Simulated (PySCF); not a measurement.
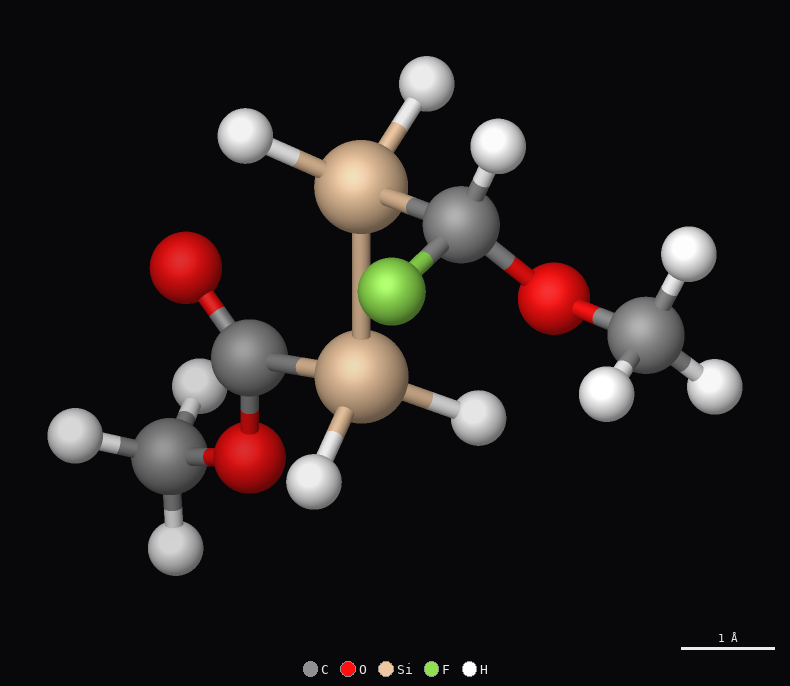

The picture shows a molecular structure as a ball-and-stick model. Every bond is drawn as one stick, whatever its order.

The computed structure is the end point of a GFN2-xTB optimisation. No frequency run is at hand to confirm it as a minimum.

**Which formula does it have?**

C₄H₁₁FO₃Si₂, 21 atoms: 4 carbon, 11 hydrogen, 1 fluorine, 3 oxygen and 2 silicon.

**How many bonds of each kind are drawn?**

7 C–H, 5 C–O, 4 Si–H, 2 C–Si, 1 Si–Si, 1 C–F.

**Does it have rings?**

It has no ring.

**Write the SMILES.**

COC(=O)[SiH2][SiH2][C@@H](F)OC

The parts below concern this one geometry. Atoms keep their numbers from picture to picture.

Symmetry

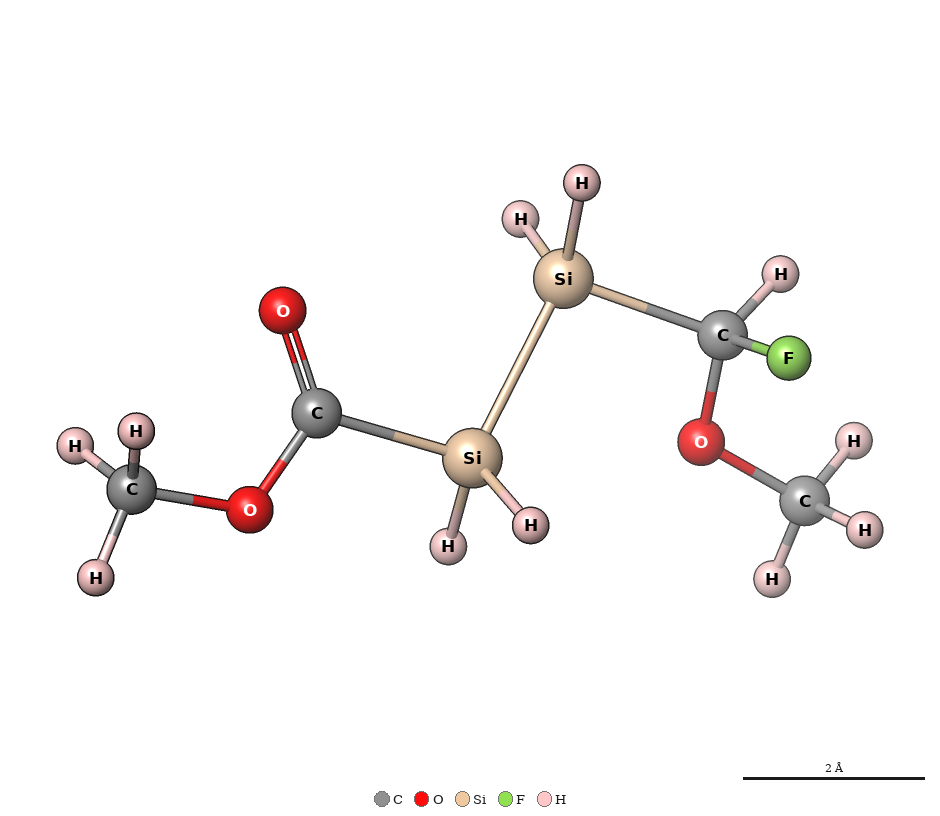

Atoms fade into the background with distance from the viewer. No frequency run is at hand to confirm it as a minimum. Masses are those of the most abundant isotopes; constants are for the rigid equilibrium geometry.

**Classify the rotor and give the rotational constants (cm⁻¹).**

An asymmetric top (C1): A = 0.0756, B = 0.0130, C = 0.0120 cm⁻¹. Ray's parameter κ is −0.97, close to the prolate limit.

Electronic properties

No frequency run is at hand to confirm it as a minimum. Properties computed with PBE0/pcSseg-1, gas phase (PySCF 2.14.0).

Computed properties:

- dipole moment: 2.13 D
- HOMO energy (Kohn–Sham orbital): −7.60 eV
- LUMO energy (Kohn–Sham orbital): −0.53 eV
- HOMO–LUMO gap: 7.07 eV

NMR shielding

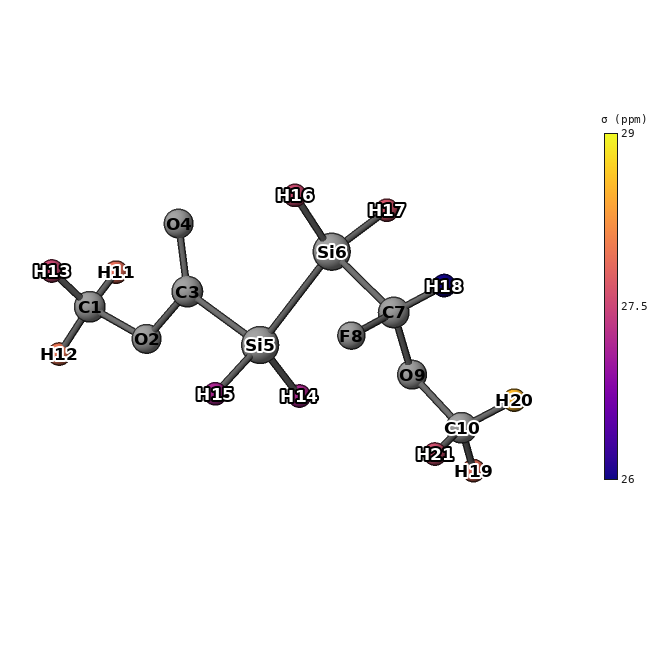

Atoms are coloured by their isotropic NMR shieldings (H only, the others grey). No frequency run is at hand to confirm it as a minimum. Level of theory: GIAO PBE0/pcSseg-1 NMR shielding, non-relativistic, gas phase (PySCF 2.14.0).

**Which H atom is the most shielded (lowest chemical shift)?**

H20 (28.55 ppm).

**Which H atom is the least shielded (highest chemical shift)?**

H18 (26.03 ppm).

**How wide is the range of H shifts?**

2.52 ppm.

Give the isotropic NMR shieldings of the H atoms atom by atom.

| atom | σ (ppm) |
| --- | --- |
| H11 | 27.90 |
| H12 | 27.98 |
| H13 | 27.54 |
| H14 | 27.19 |
| H15 | 27.16 |
| H16 | 27.56 |
| H17 | 27.66 |
| H18 | 26.03 |
| H19 | 27.91 |
| H20 | 28.55 |
| H21 | 27.60 |

Quadrupole coupling

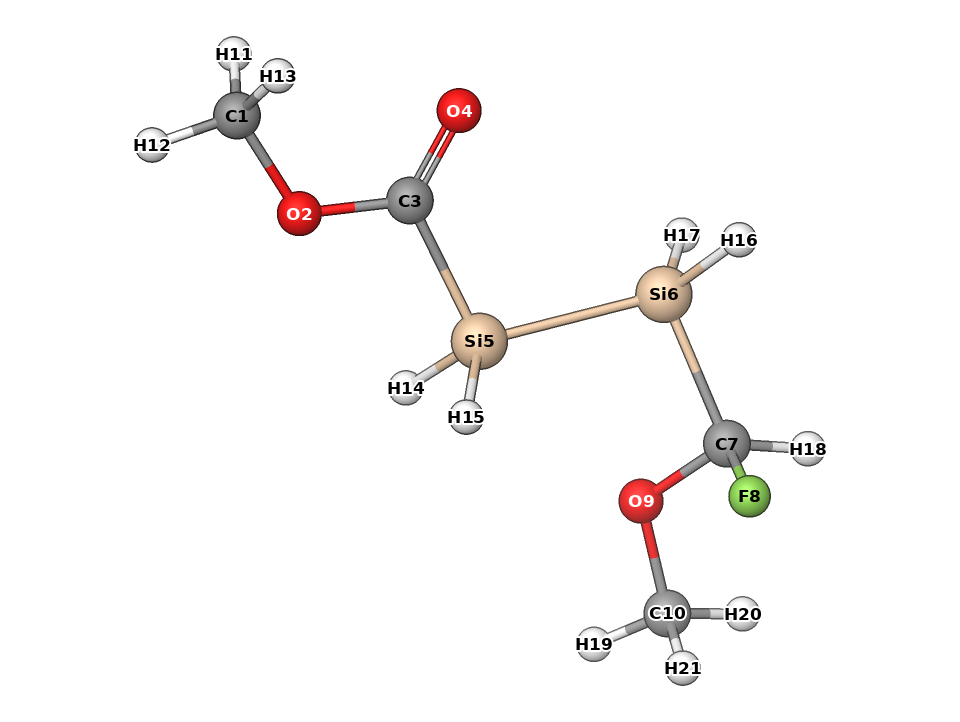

No frequency run is at hand to confirm it as a minimum. Electric field gradients from the ground-state density, PBE0/pcSseg-1 (PySCF 2.14.0), non-relativistic apart from any core potentials.

Give the largest field-gradient component, the quadrupole coupling constant and the asymmetry for 17O at O2 (Q = −25.6 mb), 17O at O4 (Q = −25.6 mb), 17O at O9 (Q = −25.6 mb), 2H at H11 (Q = 2.86 mb), 2H at H12 (Q = 2.86 mb).

```csv
atom,V_zz (a.u.),e²qQ/h (MHz),η
O2,1.712,−10.30,0.30
O4,−1.594,9.59,0.28
O9,1.917,−11.53,0.84
H11,0.298,0.200,0.10
H12,0.307,0.206,0.07
```

The geometry is semi-empirical. Around Si such bond lengths and angles can be off by a tenth of an ångström or more and by several degrees, and values that hang on the shape move with them.
